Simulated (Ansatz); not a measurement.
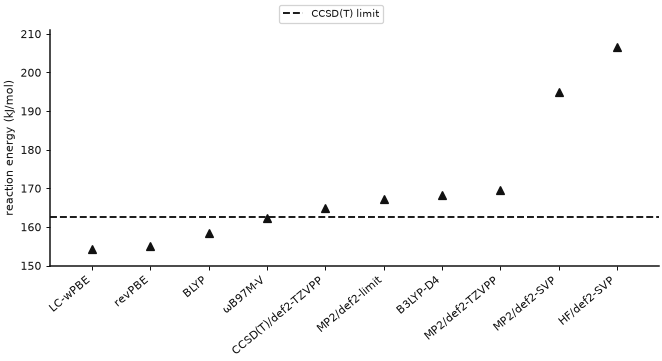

Electronic reaction energy of Sb₂H₃F ([F][SbH][SbH2]) + BH₂OF (OBF) → SbHF₂ ([F][SbH][F]) + BSbH₄O (O[BH][SbH2]) (SMILES in brackets) at several levels (functionals in def2-TZVPP unless a basis is named), isolated molecules at PBE0-D4 triple-zeta geometries, minima by their frequencies, no zero-point or thermal terms, the Ansatz code. The line is frozen-core CCSD(T) at the basis limit (MP2 extrapolated from triple and quadruple zeta, plus CCSD(T) less MP2 in a smaller set). No dispersion term is added to LC-wPBE, revPBE and BLYP. The distance of CCSD(T)/def2-TZVPP, MP2/def2-TZVPP, MP2/def2-SVP and HF/def2-SVP to the limit includes basis error. Core potentials past Kr.

> What range do the values span, the line included?

From 154.2 kJ/mol (LC-wPBE) to 206.7 kJ/mol (HF/def2-SVP).

> What do zero-point energy and temperature add?

Zero-point change −2.8 kJ/mol; at 298.15 K and 1 bar the CCSD(T) limit plus thermal terms gives an enthalpy of reaction of 159.3 and a free energy of 159.3 kJ/mol (harmonic PBE0-D4 modes, ideal gas).

Note: outer-core shells are correlated without core-valence functions, which makes the correlated values less sure; spin-orbit coupling is left out, and with Sb it can shift these values.
